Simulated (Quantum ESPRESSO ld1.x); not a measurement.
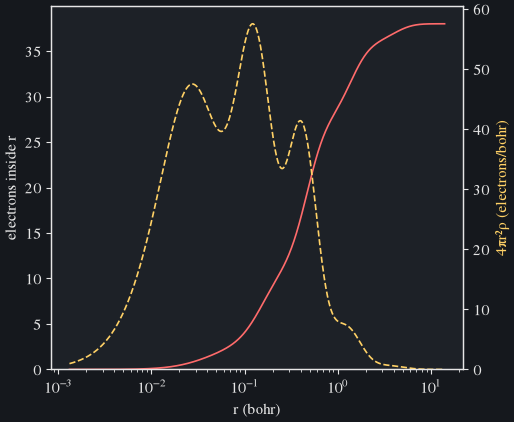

**Figure 1.** The number of electrons inside radius r (solid) and the radial density 4πr²ρ (dashed). The count levels off at 38 electrons. Half of them lie within 0.459 bohr, 90 % within 1.87 bohr and 99 % within 5.54 bohr. The radial density has minima at 0.0563 and 0.253 bohr, where the count stands at 2.1 and 11.1; these part the shells that the density resolves.

# Run report: Sr, atomic calculation

Atomic strontium (Sr) in the configuration [Kr] 5s2. Computed at this level: scalar-relativistic Kohn-Sham, LDA (Slater exchange, Perdew-Zunger correlation), spin-polarised, spherical densities, point nucleus (Quantum ESPRESSO ld1.x 7.5).

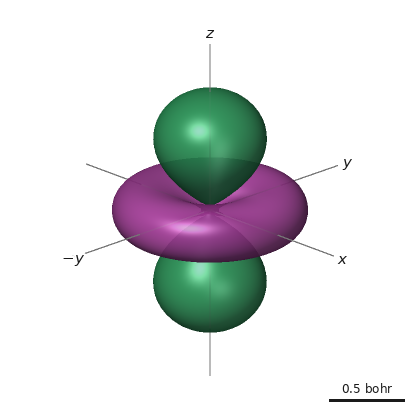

**Figure 2.** One occupied orbital is shown. The surface of constant |ψ| that holds about 80 % of the electron is drawn, green where ψ is positive and pink where it is negative. The radial function comes from the spherical calculation and is multiplied by a real spherical harmonic; the overall sign is chosen so that the largest lobe of P(r) is positive; at the scalar-relativistic level it is the large component. It is 3d(z²). It has two nodal cones about z and no radial node. The maximum of P² lies at 0.375 bohr, ⟨r⟩ = 0.499 bohr, 90 % of the charge lies within 0.809 bohr, and the eigenvalue is −128.2 eV, with 10 electrons in the shell.

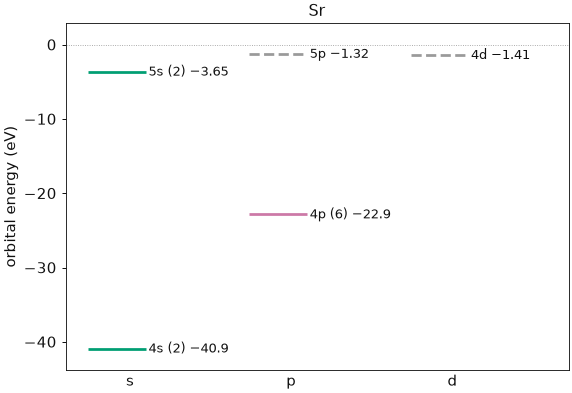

**Figure 3.** The outer levels are drawn (occupations in brackets, empty levels dashed). The highest occupied level is 5s at −3.65 eV. From the top down the occupied levels run 5s (−3.65 eV), 4p (−22.9 eV), 4s (−40.9 eV). The lowest empty level drawn is 4d at −1.41 eV. The measured ionisation energy (NIST) is 5.69 eV; minus the highest level, 3.65 eV, lies 36 % below it, as is usual for a semilocal functional, whose potential decays too fast.

Input and output of the run follow.

The input:
```
 &input
    atom='Sr',
    iswitch=1,
    rel=1,
    lsd=1,
    dft='PZ',
    config='[Kr] 5s2 4d0 5p0',
    verbosity='high',
    prefix='ld1',
    max_out_wfc=37,
    file_charge='ld1.rho',
 /
```

The program's output:
```
     Program LD1 v.7.5 starts

     --------------------------- All-electron run ----------------------------

     scalar relativistic calculation

     atomic number is 38.00
     dft =PZ   lsd =1 sic =0 latt =0  beta=0.20 tr2=1.0E-14
     Exchange-correlation= PZ
                           (   1   1   0   0   0   0   0)
     mesh =2031 r(mesh) =  99.72474 a.u. xmin = -8.00 dx = 0.00800
     1 Ry =  13.60569312 eV, c = 137.03599908

     n l     nl                  e(Ry)          e(Ha)          e(eV)
     1 0     1S 1( 1.00)   -1169.578230886    -584.789115443 -15912.9224928
     2 0     2S 1( 1.00)    -158.400993474     -79.200496737  -2155.1553076
     2 1     2P 1( 3.00)    -140.870347449     -70.435173725  -1916.6387175
     3 0     3S 1( 1.00)     -24.453143931     -12.226571965   -332.7019722
     3 1     3P 1( 3.00)     -18.796887412      -9.398443706   -255.7446818
     4 0     4S 1( 1.00)      -3.006880966      -1.503440483    -40.9106997
     4 1     4P 1( 3.00)      -1.679770160      -0.839885080    -22.8544373
     3 2     3D 1( 5.00)      -9.424738767      -4.712369383   -128.2301034
     5 0     5S 1( 1.00)      -0.267948822      -0.133974411     -3.6456294
     4 2     4D 1( 0.00)      -0.103277538      -0.051638769     -1.4051625
     5 1     5P 1( 0.00)      -0.097045798      -0.048522899     -1.3203753
     1 0     1S 2( 1.00)   -1169.578230886    -584.789115443 -15912.9224928
     2 0     2S 2( 1.00)    -158.400993474     -79.200496737  -2155.1553076
     2 1     2P 2( 3.00)    -140.870347449     -70.435173725  -1916.6387175
     3 0     3S 2( 1.00)     -24.453143931     -12.226571965   -332.7019722
     3 1     3P 2( 3.00)     -18.796887412      -9.398443706   -255.7446818
     4 0     4S 2( 1.00)      -3.006880966      -1.503440483    -40.9106997
     4 1     4P 2( 3.00)      -1.679770160      -0.839885080    -22.8544373
     3 2     3D 2( 5.00)      -9.424738767      -4.712369383   -128.2301034
     5 0     5S 2( 1.00)      -0.267948822      -0.133974411     -3.6456294
     4 2     4D 2( 0.00)      -0.103277538      -0.051638769     -1.4051625
     5 1     5P 2( 0.00)      -0.097045798      -0.048522899     -1.3203753

     final scf error:  6.7E-15 reached in  31 iterations

     Etot =   -6351.628996 Ry,   -3175.814498 Ha,  -86418.314950 eV
     Total magnetization:    0.00 Bohr mag.

     Ekin =    6511.441778 Ry,    3255.720889 Ha,   88592.678623 eV
     Encl =  -15304.399388 Ry,   -7652.199694 Ha, -208226.961507 eV
     Eh   =    2643.716610 Ry,    1321.858305 Ha,   35969.596898 eV
     Exc  =    -202.387996 Ry,    -101.193998 Ha,   -2753.628964 eV

     normalization and overlap integrals

     s(1S/1S) =  1.000000  <r> =   0.0392  <r2> =    0.0021  r(max) =   0.0255
     s(1S/2S) = -0.007238
     s(1S/3S) = -0.002852
     s(1S/4S) = -0.001071
     s(1S/5S) = -0.000317
     s(2S/2S) =  1.000000  <r> =   0.1727  <r2> =    0.0352  r(max) =   0.1458
     s(2S/3S) = -0.001703
     s(2S/4S) = -0.000621
     s(2S/5S) = -0.000183
     s(2P/2P) =  1.000000  <r> =   0.1505  <r2> =    0.0277  r(max) =   0.1156
     s(2P/3P) = -0.001388
     s(2P/4P) = -0.000445
     s(2P/5P) = -0.000106
     s(3S/3S) =  1.000000  <r> =   0.4931  <r2> =    0.2792  r(max) =   0.4362
     s(3S/4S) = -0.000386
     s(3S/5S) = -0.000112
     s(3P/3P) =  1.000000  <r> =   0.4992  <r2> =    0.2911  r(max) =   0.4293
     s(3P/4P) = -0.000300
     s(3P/5P) = -0.000071
     s(4S/4S) =  1.000000  <r> =   1.3557  <r2> =    2.0925  r(max) =   1.1858
     s(4S/5S) = -0.000057
     s(4P/4P) =  1.000000  <r> =   1.5695  <r2> =    2.8460  r(max) =   1.3263
     s(4P/5P) = -0.000034
     s(3D/3D) =  1.000000  <r> =   0.4986  <r2> =    0.3033  r(max) =   0.3747
     s(3D/4D) = -0.000110
     s(5S/5S) =  1.000000  <r> =   4.2710  <r2> =   20.8157  r(max) =   3.6053
     s(4D/4D) =  1.000000  <r> =   3.4567  <r2> =   15.4589  r(max) =   2.1607
     s(5P/5P) =  1.000000  <r> =   5.8398  <r2> =   39.2657  r(max) =   4.8473
     s(1S/1S) =  1.000000  <r> =   0.0392  <r2> =    0.0021  r(max) =   0.0255
     s(1S/2S) = -0.007238
     s(1S/3S) = -0.002852
     s(1S/4S) = -0.001071
     s(1S/5S) = -0.000317
     s(2S/2S) =  1.000000  <r> =   0.1727  <r2> =    0.0352  r(max) =   0.1458
     s(2S/3S) = -0.001703
     s(2S/4S) = -0.000621
     s(2S/5S) = -0.000183
     s(2P/2P) =  1.000000  <r> =   0.1505  <r2> =    0.0277  r(max) =   0.1156
     s(2P/3P) = -0.001388
     s(2P/4P) = -0.000445
     s(2P/5P) = -0.000106
     s(3S/3S) =  1.000000  <r> =   0.4931  <r2> =    0.2792  r(max) =   0.4362
     s(3S/4S) = -0.000386
     s(3S/5S) = -0.000112
     s(3P/3P) =  1.000000  <r> =   0.4992  <r2> =    0.2911  r(max) =   0.4293
     s(3P/4P) = -0.000300
     s(3P/5P) = -0.000071
     s(4S/4S) =  1.000000  <r> =   1.3557  <r2> =    2.0925  r(max) =   1.1858
     s(4S/5S) = -0.000057
     s(4P/4P) =  1.000000  <r> =   1.5695  <r2> =    2.8460  r(max) =   1.3263
     s(4P/5P) = -0.000034
     s(3D/3D) =  1.000000  <r> =   0.4986  <r2> =    0.3033  r(max) =   0.3747
     s(3D/4D) = -0.000110
     s(5S/5S) =  1.000000  <r> =   4.2710  <r2> =   20.8157  r(max) =   3.6053
     s(4D/4D) =  1.000000  <r> =   3.4567  <r2> =   15.4589  r(max) =   2.1607
     s(5P/5P) =  1.000000  <r> =   5.8398  <r2> =   39.2657  r(max) =   4.8473

     ------------------------ End of All-electron run ------------------------
```

Slater integrals of the outer shells (hartree):

```tsv
integral	value
F0(5s,5s)	0.2113
F0(5s,4p)	0.2682
G1(5s,4p)	0.0184
F0(5s,4s)	0.2716
G0(5s,4s)	0.0107
F0(5s,3d)	0.2858
G2(5s,3d)	0.0054
F0(5s,4d)	0.2298
G2(5s,4d)	0.0843
F0(4p,4p)	0.5751
F2(4p,4p)	0.3000
F0(4p,4s)	0.6145
G1(4p,4s)	0.4107
F0(4p,3d)	0.7511
```

Summary:

- outcome: converged
- total energy: −3175.8145 hartree
- kinetic energy: 3255.7209 hartree
- electron–nucleus energy: −7652.1997 hartree
- Hartree energy: 1321.8583 hartree
- exchange–correlation energy: −101.193998 hartree
- radius at density 0.001 e/bohr³: 5.23 bohr
- SCF iterations: 31
- hardware: 1 CPU thread, shared host
- wall time: 1.6 s
